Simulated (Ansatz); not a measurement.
# BLYP/STO-3G run of HBr (hydrogen bromide)

Aim: the vertical ionisation energy of HBr (hydrogen bromide) at BLYP/STO-3G, from 2 runs. 

The calculation is run with Ansatz 0.2.0.

40 further runs of the same task are left out: 4 that didn't finish, 36 set aside as unsound or not needed.

**1. The structure to begin with**

HBr: 2 atoms, total charge 0, spin state singlet. SMILES: `Br`. Geometry: relaxed at PBE0-D4/def2-TZVP.

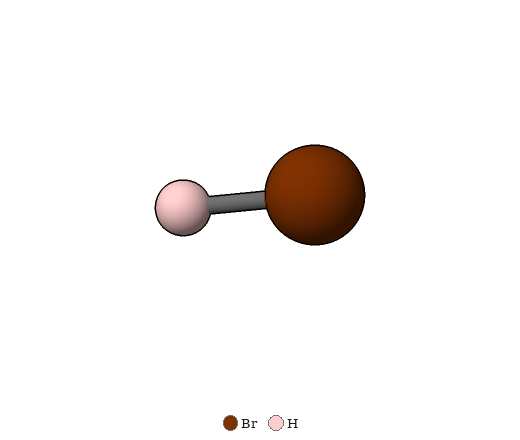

The structure, seen from a chosen angle (bromine brown, hydrogen pink).

**2. A single-point energy at BLYP/STO-3G**

run.yaml

```yaml
crystal:
  periodic: [false, false, false]
  atoms:
    - symbol: Br
      position_ang: [-0.603220, 0.217960, -0.305050]
    - symbol: H
      position_ang: [0.603220, -0.217960, 0.305050]
basis:
  gaussian:
    orbitals: STO-3G
hamiltonian:
  xc: {name: BLYP}
accuracy: high
```

Started as:

```sh
ansatz run run.yaml --threads 1 --pin off --max-ram 3480MiB --events-out events.jsonl --progress --plain --runs-dir runs
```

Output:

```text
Warning: RAYON_NUM_THREADS=1 ignored (pool sized by the plan → 1); use --threads N
Functional definition: BLYP
  name "BLYP"
  parameter beta = 0.0042
  parameter a = 0.04918
  parameter b = 0.132
  parameter c = 0.2533
  parameter d = 0.349
  exchange = b88_x(beta = beta)
  correlation = lyp_c(a = a, b = b, c = c, d = d)
211 factors; integrals over basis functions are off by at most 9.5e-9 eV
mean field evaluation 1: about -69292.4381 eV, gradient 5.3e0 eV
mean field evaluation 2: about -69292.4754 eV, gradient 4.7e0 eV
mean field evaluation 4: about -69292.5840 eV, gradient 1.2e-2 eV
mean field evaluation 8: about -69292.5747 eV, gradient 2.5e-4 eV
mean field -69292.57472341 eV, -2546.4551528911 hartree, gradient 2.5e-10 eV, S^2 0.000000; 0 other end points of the search recorded, 0 dependent functions left out
reference -69292.57474866 eV, -2546.4551538191 hartree; 18, 18 occupied and 1, 1 virtual orbitals, 211 factors
Total energy: -69292.57474866 eV, -2546.4551538191 hartree
```

It took 0.54 s on 1 thread of Arm Neoverse V1, shared host.

**3. The doublet cation**

run.yaml

```yaml
crystal:
  periodic: [false, false, false]
  atoms:
    - {symbol: Br, position_ang: [-0.603220, 0.217960, -0.305050]}
    - {symbol: H, position_ang: [0.603220, -0.217960, 0.305050]}
basis:
  gaussian:
    orbitals: STO-3G
total_charge: 1
magnetization:
  spin_polarized: true
  initial_magnetization: 1
hamiltonian:
  xc: {name: BLYP}
accuracy: high
```

Started as:

```sh
ansatz run run.yaml --threads 1 --pin off --max-ram 3480MiB --events-out events.jsonl --progress --plain --runs-dir runs
```

Output, shortened:

```text
Warning: RAYON_NUM_THREADS=1 ignored (pool sized by the plan → 1); use --threads N
[... 9 set-up lines as earlier in the session ...]
211 factors; integrals over basis functions are off by at most 9.5e-9 eV
mean field evaluation 1: about -69282.8482 eV, gradient 3.4e0 eV
mean field evaluation 2: about -69282.8982 eV, gradient 2.8e0 eV
mean field evaluation 4: about -69282.9755 eV, gradient 8.0e-2 eV
mean field evaluation 8: about -69282.9668 eV, gradient 2.7e-2 eV
mean field evaluation 16: about -69282.9668 eV, gradient 3.0e-2 eV
mean field evaluation 32: about -69282.9668 eV, gradient 4.9e-2 eV
mean field -69282.96643044 eV, -2546.1020546373 hartree, gradient 3.1e-8 eV, S^2 0.750609; 1 other end points of the search recorded, 0 dependent functions left out
reference -69282.96645571 eV, -2546.1020555660 hartree; 18, 17 occupied and 1, 2 virtual orbitals, 211 factors
Total energy: -69282.96645571 eV, -2546.1020555660 hartree
```

Wall time 2 s (1 thread of Arm Neoverse V1, shared host); peak memory 0.096 GiB.

**4. What came out**

Level: BLYP/STO-3G.

| quantity | value |
| --- | --- |
| singlet HBr: total energy | -2546.45515 Eh |
| doublet cation: total energy | -2546.10206 Eh |
| doublet cation: ⟨S²⟩ | 0.751 |
| vertical ionisation energy (to the doublet cation) | 9.608 eV |

The vertical ionisation energy comes to 9.61 eV (927 kJ/mol). In a minimal basis such a difference can be off by several eV, whatever the method.
